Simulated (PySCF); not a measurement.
Vertical excitations of a molecule CH7NOSi3 from TDA-PBE0/def2-SVPD (PySCF), as energy in eV (oscillator strength): 3.13 (0.000), 4.77 (0.001), 4.93 (0.021), 5.08 (0.001), 5.48 (0.005), 6.02 (0.022), 6.31 (0.055), 6.48 (0.014), 6.54 (0.081), 6.60 (0.011). Lowest triplet (TDA): 2.36 eV. Geometry optimised at TPSSh-D3(BJ)/def2-SVP. Other conformers were not sampled.

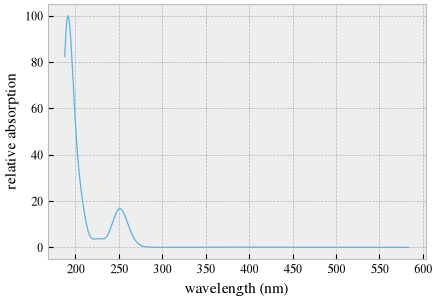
Figure: The lines broadened by 0.4 eV.

Which structure fits?
(A) [SiH3]/N=C1/O[SiH2][SiH2]1
(B) O[Si@H]1N=C([SiH3])[SiH2]1
(C) [SiH3][Si@H]1N=C[SiH2]O1
(D) [SiH3][Si]1([SiH3])N=CO1

B, O[Si@H]1N=C([SiH3])[SiH2]1
